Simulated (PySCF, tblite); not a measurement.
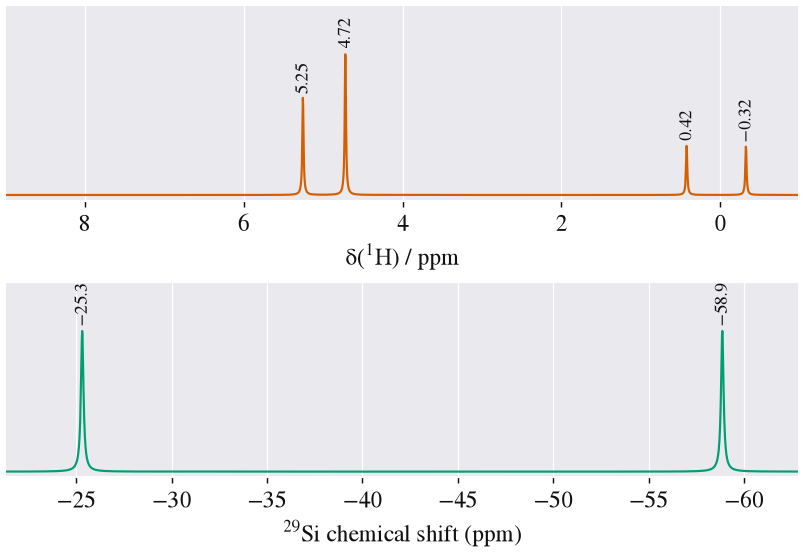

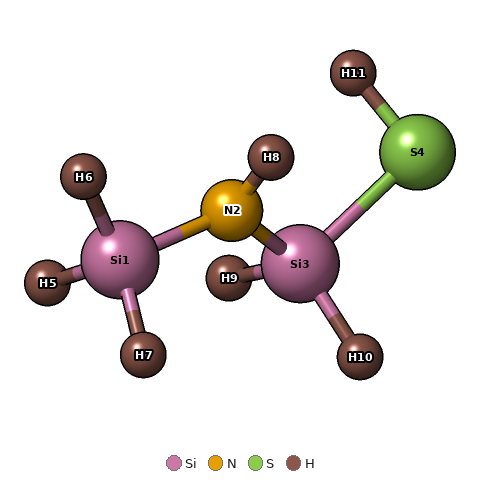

Spectrum and numbered structure of Si₂NH₇S, SMILES [SiH3]N[SiH2]S. GIAO shifts, PBE0/pcSseg-1 in PySCF, at a GFN2-xTB geometry (a minimum by its frequencies), against TMS for ¹H and TMS for ²⁹Si computed at the same level. Gas phase, fully decoupled, line heights follow the number of nuclei, widths are arbitrary (no quadrupolar broadening); values of one conformer, averaged over nuclei that symmetry, rotation about single bonds or inversion at nitrogen exchange, these motions taken as fast; other conformers aren't averaged in. Protons on N, O or S are those of the isolated molecule, without hydrogen bonds to neighbours or exchange.

**Which atoms give which ¹H line?**

```tsv
δ (ppm)	nuclei	atoms
5.25	2	H9, H10
4.72	3	H5, H6, H7
0.42	1	H11
−0.32	1	H8
```

**Assign the ²⁹Si signals to the numbered atoms.**

```csv
δ (ppm),nuclei,atoms
−25.3,1,Si3
−58.9,1,Si1
```

Note: the tight-binding geometry is rougher than a DFT one and adds to the error.
